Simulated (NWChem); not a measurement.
# C2H6BClO (SMILES CCB(O)Cl) at 4 levels

Wanted: a comparison of 4 runs (HF/STO-3G, HF/3-21G, B3LYP/6-31G*) of C2H6BClO. 

Program for the calculation: NWChem 7.3.0.

## Step 1: Starting point

C2H6BClO: 11 atoms, total charge 0, spin state singlet. As SMILES, `CCB(O)Cl`. The shape is that of a PBE0-D4/def2-TZVP optimisation. This is a higher conformer, about 11 kJ/mol above the lowest found by a separate search.

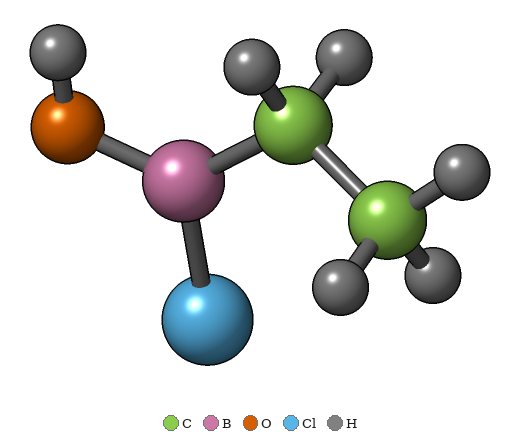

The structure, seen from a chosen angle (carbon green, boron pink, oxygen orange, chlorine blue, hydrogen grey).

## Step 2: Energy and gradient at HF/STO-3G (run 1)

Contents of m1.nw:

```
start m1
memory total 2200 mb

geometry noautosym nocenter noautoz
  C       -0.884000       0.002100      -1.161800
  C        0.025600      -0.534500      -0.062600
  B        0.770700       0.529100       0.819400
  O        1.130700       0.323800       2.105000
  Cl       1.249100       2.093000       0.145300
  H       -0.331000       0.646200      -1.847300
  H       -1.326500      -0.809500      -1.743400
  H       -1.700400       0.597000      -0.745900
  H        0.815500      -1.152200      -0.515400
  H       -0.530900      -1.220300       0.589000
  H        0.846500      -0.531600       2.438300
end

basis spherical bse
  * library STO-3G
end

scf
  thresh 1e-08
  maxiter 80
  print low
end

task scf gradient
```

Command:

```sh
$ nwchem m1.nw > m1.out
```

The program printed:

```text
[...]
  functions       =    35
[...]
  wavefunction    = RHF
[...]
         Total SCF energy =   -631.217226676878
      One-electron energy =  -1283.730675682743
      Two-electron energy =    444.922364206743
 Nuclear repulsion energy =    207.591084799122
        Time for solution =      2.0s
[...]
                         RHF ENERGY GRADIENTS
    atom               coordinates                        gradient
                 x          y          z           x          y          z
   1 C      -1.670518   0.003968  -2.195484    0.012571  -0.009459   0.013538
   2 C       0.048377  -1.010059  -0.118297   -0.008313   0.025505  -0.006014
   3 B       1.456412   0.999854   1.548441   -0.003060   0.010596  -0.030841
   4 O       2.136713   0.611893   3.977873   -0.004517  -0.030194   0.026126
   5 Cl      2.360457   3.955196   0.274577   -0.005307  -0.015899   0.006461
   6 H      -0.625499   1.221141  -3.490891    0.001620   0.003490  -0.003068
   7 H      -2.506722  -1.529733  -3.294548   -0.002879  -0.002843  -0.003584
   8 H      -3.213290   1.128166  -1.409547   -0.003875   0.003514   0.001149
   9 H       1.541072  -2.177342  -0.973965    0.006916  -0.004400  -0.001030
  10 H      -1.003256  -2.306033   1.113049   -0.002096  -0.006011   0.005323
  11 H       1.599653  -1.004578   4.607719    0.008941   0.025701  -0.008059
[...]
```

Run time: 3 s. Hardware: 1 thread of AMD EPYC 9R45 (Zen 5), shared host; peak memory 0.099 GiB.

## Step 3: Energy and forces at HF/3-21G (run 2)

Contents of run.py:

```python
from ase import Atoms
from ase.calculators.nwchem import NWChem

molecule = Atoms(['C', 'C', 'B', 'O', 'Cl', 'H', 'H', 'H', 'H', 'H', 'H'], positions=[
    [-0.884000, 0.002100, -1.161800],
    [0.025600, -0.534500, -0.062600],
    [0.770700, 0.529100, 0.819400],
    [1.130700, 0.323800, 2.105000],
    [1.249100, 2.093000, 0.145300],
    [-0.331000, 0.646200, -1.847300],
    [-1.326500, -0.809500, -1.743400],
    [-1.700400, 0.597000, -0.745900],
    [0.815500, -1.152200, -0.515400],
    [-0.530900, -1.220300, 0.589000],
    [0.846500, -0.531600, 2.438300],
])

calc = NWChem(
    label='job',
    theory='scf',
    memory='2200 mb',
    basis='3-21G',
    basispar='spherical bse',
    scf={'nopen': '0', 'rhf': None, 'thresh': '1e-08', 'maxiter': '80', 'print': 'low'},
)
molecule.calc = calc

forces = molecule.get_forces()
print(f"energy = {molecule.get_potential_energy():.6f} eV")
print("forces (eV/A):")
for s, f in zip(molecule.symbols, forces):
    print(f"{s:2s} {f[0]:10.5f} {f[1]:10.5f} {f[2]:10.5f}")
```

Command:

```sh
$ export ASE_NWCHEM_COMMAND="nwchem PREFIX.nwi > PREFIX.nwo"
$ python run.py
```

The program printed:

```text
energy = -17284.486996 eV
forces (eV/A):
C    -0.53931    0.38171   -0.65640
C     0.43580   -0.67311    0.41009
B    -0.38921   -0.22564   -0.44984
O    -0.00514   -0.35944    0.42140
Cl    0.29948    0.98391   -0.47385
H    -0.13658   -0.20055    0.19335
H     0.14666    0.20152    0.19124
H     0.20399   -0.16836   -0.08490
H    -0.19664    0.09688    0.01414
H     0.05816    0.17196   -0.18692
H     0.12269   -0.20888    0.62164
```

The calculator wrote job.nwi:

```
title "job"

permanent_dir job

scratch_dir job

start job

geometry units angstrom nocenter noautosym noautoz
  C  -8.8400000000000001e-01 2.0999999999999999e-03 -1.1617999999999999e+00
  C  2.5600000000000001e-02 -5.3449999999999998e-01 -6.2600000000000003e-02
  B  7.7070000000000005e-01 5.2910000000000001e-01 8.1940000000000002e-01
  O  1.1307000000000000e+00 3.2379999999999998e-01 2.1050000000000000e+00
  Cl 1.2491000000000001e+00 2.0930000000000000e+00 1.4530000000000001e-01
  H  -3.3100000000000002e-01 6.4620000000000000e-01 -1.8472999999999999e+00
  H  -1.3265000000000000e+00 -8.0950000000000000e-01 -1.7434000000000001e+00
  H  -1.7003999999999999e+00 5.9699999999999998e-01 -7.4590000000000001e-01
  H  8.1550000000000000e-01 -1.1521999999999999e+00 -5.1539999999999997e-01
  H  -5.3090000000000004e-01 -1.2202999999999999e+00 5.8899999999999997e-01
  H  8.4650000000000003e-01 -5.3159999999999996e-01 2.4382999999999999e+00
end

memory 2200 mb

basis spherical bse noprint
   * library 3-21G
end

scf
  nopen 0
  rhf
  thresh 1e-08
  maxiter 80
  print low
end

task scf gradient
```

job.nwo:

```text
Northwest Computational Chemistry Package (NWChem) 7.3.0
             --------------------------------------------------------

           Job information
           ---------------

    nwchem branch   = 7.3.0
    use scalapack   = T
    input           = job.nwi
    prefix          = job.
    data base       = job/job.db
    status          = startup
    nproc           =        1

           Memory information
           ------------------

    heap     =     72089596 doubles =      550.0 Mbytes
    stack    =     72089601 doubles =      550.0 Mbytes
    global   =    144179200 doubles =     1100.0 Mbytes (distinct from heap & stack)
    total    =    288358397 doubles =     2200.0 Mbytes
    verify   = yes
    hardfail = no

           Directory information
           ---------------------

  0 permanent = job
  0 scratch   = job

                                NWChem Input Module
                                -------------------

                                        job
                                        ---

[... 27 lines left out ...]
            Nuclear Dipole moment (a.u.)
[... 57 lines left out ...]
                                        job

  ao basis        = "ao basis"
  functions       =    61
  atoms           =    11
  closed shells   =    24
  open shells     =     0
  charge          =   0.00
  wavefunction    = RHF
  input vectors   = atomic
  output vectors  = job/job.movecs
  use symmetry    = F
  symmetry adapt  = F

 Forming initial guess at       0.0s

 Starting SCF solution at       0.1s

       Final RHF  results
       ------------------

         Total SCF energy =   -635.193186434799
      One-electron energy =  -1286.674426471451
      Two-electron energy =    443.890155237531
 Nuclear repulsion energy =    207.591084799122

        Time for solution =      1.9s

                              NWChem Gradients Module
                              -----------------------

                         RHF ENERGY GRADIENTS

    atom               coordinates                        gradient
                 x          y          z           x          y          z
   1 C      -1.670518   0.003968  -2.195484    0.010488  -0.007423   0.012765
   2 C       0.048377  -1.010059  -0.118297   -0.008475   0.013090  -0.007975
   3 B       1.456412   0.999854   1.548441    0.007569   0.004388   0.008748
[... 7 lines of this table left out ...]
  11 H       1.599653  -1.004578   4.607719   -0.002386   0.004062  -0.012089

 Task  times  cpu:        2.4s     wall:        2.4s
 Total times  cpu:        2.5s     wall:        2.5s
```

Run time: 3.3 s. Hardware: 1 thread of AMD EPYC 9R45 (Zen 5), shared host; peak memory 0.1 GiB.

Run 3 isn't shown in full; the table further down has it.

## Step 4: Energy and forces at B3LYP/6-31G(d) (Cartesian functions) (run 4)

Contents of run.py:

```python
from ase import Atoms
from ase.calculators.nwchem import NWChem

mol = Atoms('CCBOClHHHHHH', positions=[
    [-0.884000, 0.002100, -1.161800],
    [0.025600, -0.534500, -0.062600],
    [0.770700, 0.529100, 0.819400],
    [1.130700, 0.323800, 2.105000],
    [1.249100, 2.093000, 0.145300],
    [-0.331000, 0.646200, -1.847300],
    [-1.326500, -0.809500, -1.743400],
    [-1.700400, 0.597000, -0.745900],
    [0.815500, -1.152200, -0.515400],
    [-0.530900, -1.220300, 0.589000],
    [0.846500, -0.531600, 2.438300],
])

calc = NWChem(
    label='test',
    theory='dft',
    memory='2200 mb',
    basis='6-31G*',
    dft={'xc': 'b3lyp', 'mult': '1', 'grid': 'fine', 'convergence': 'energy 1e-08', 'iterations': '100', 'mulliken': None},
)
mol.calc = calc

forces = mol.get_forces()
print("Total energy (eV):", round(mol.get_potential_energy(), 6))
print("forces (eV/A):")
for s, f in zip(mol.symbols, forces):
    print(f"{s:2s} {f[0]:10.5f} {f[1]:10.5f} {f[2]:10.5f}")
print("dipole (e A):", mol.get_dipole_moment().round(4))
```

Command:

```sh
$ export ASE_NWCHEM_COMMAND="nwchem PREFIX.nwi > PREFIX.nwo"
$ python run.py
```

The program printed:

```text
Total energy (eV): -17420.725717
forces (eV/A):
C    -0.13195    0.05152   -0.15627
C     0.11611   -0.14439    0.09421
B    -0.08778   -0.17057    0.08978
O     0.22672    0.37384    0.13071
Cl    0.14856    0.38664   -0.12984
H     0.03954    0.05821   -0.08089
H    -0.06068   -0.08433   -0.07358
H    -0.10161    0.06232    0.02993
H     0.05893   -0.08042   -0.06186
H    -0.06927   -0.08505    0.05795
H    -0.13863   -0.36777    0.09981
dipole (e A): [-0.225  -0.6031  0.0977]
```

The calculator wrote test.nwi:

```
title "test"

permanent_dir test

scratch_dir test

start test

geometry units angstrom nocenter noautosym noautoz
  C  -8.8400000000000001e-01 2.0999999999999999e-03 -1.1617999999999999e+00
  C  2.5600000000000001e-02 -5.3449999999999998e-01 -6.2600000000000003e-02
  B  7.7070000000000005e-01 5.2910000000000001e-01 8.1940000000000002e-01
  O  1.1307000000000000e+00 3.2379999999999998e-01 2.1050000000000000e+00
  Cl 1.2491000000000001e+00 2.0930000000000000e+00 1.4530000000000001e-01
  H  -3.3100000000000002e-01 6.4620000000000000e-01 -1.8472999999999999e+00
  H  -1.3265000000000000e+00 -8.0950000000000000e-01 -1.7434000000000001e+00
  H  -1.7003999999999999e+00 5.9699999999999998e-01 -7.4590000000000001e-01
  H  8.1550000000000000e-01 -1.1521999999999999e+00 -5.1539999999999997e-01
  H  -5.3090000000000004e-01 -1.2202999999999999e+00 5.8899999999999997e-01
  H  8.4650000000000003e-01 -5.3159999999999996e-01 2.4382999999999999e+00
end

memory 2200 mb

basis noprint
   * library 6-31G*
end

dft
  xc b3lyp
  mult 1
  grid fine
  convergence energy 1e-08
  iterations 100
  mulliken
end

task dft gradient
```

test.nwo, cut to the lines that bear on the results:

```text
[...]
         Total DFT energy =     -640.199867105355
[...]
  wavefunction    = closed shell
                         DFT ENERGY GRADIENTS
    atom               coordinates                        gradient
                 x          y          z           x          y          z
   1 C      -1.670518   0.003968  -2.195484    0.002566  -0.001002   0.003039
   2 C       0.048377  -1.010059  -0.118297   -0.002258   0.002808  -0.001832
   3 B       1.456412   0.999854   1.548441    0.001707   0.003317  -0.001746
[... 7 lines of this table left out ...]
  11 H       1.599653  -1.004578   4.607719    0.002696   0.007152  -0.001941
[...]
```

Wall time 17 s (1 thread of AMD EPYC 9R45 (Zen 5), shared host); peak memory 0.13 GiB.

## Step 5: The series

| run | level | iteration cap | module | energy (Eh) | largest force (eV/Å) | wall time |
| --- | --- | --- | --- | --- | --- | --- |
| 1 | HF/STO-3G | 80 | scf | -631.217227 | 2.066 | 3 s |
| 2 | HF/3-21G | 80 | scf | -635.193186 | 1.132 | 3.3 s |
| 3 | B3LYP/6-31G* (spherical functions) | 100 | dft | -640.193651 | 0.459 | 33 s |
| 4 | B3LYP/6-31G* (Cartesian functions) | 100 | dft | -640.199867 | 0.456 | 17 s |

## Step 6: What came out

| quantity | value |
| --- | --- |
| run 4: total energy | -640.19987 Eh |
| run 4: dipole moment | 3.13 D |
| run 4: HOMO energy | -8.14 eV |
| run 4: LUMO energy | 0.26 eV |
| run 4: HOMO–LUMO gap | 8.39 eV |
| run 4: largest force on an atom | 0.456 eV/Å |

What this shows: In run 1 the basis is minimal, so the values are rough. All runs together took 56 s, the longest 33 s.
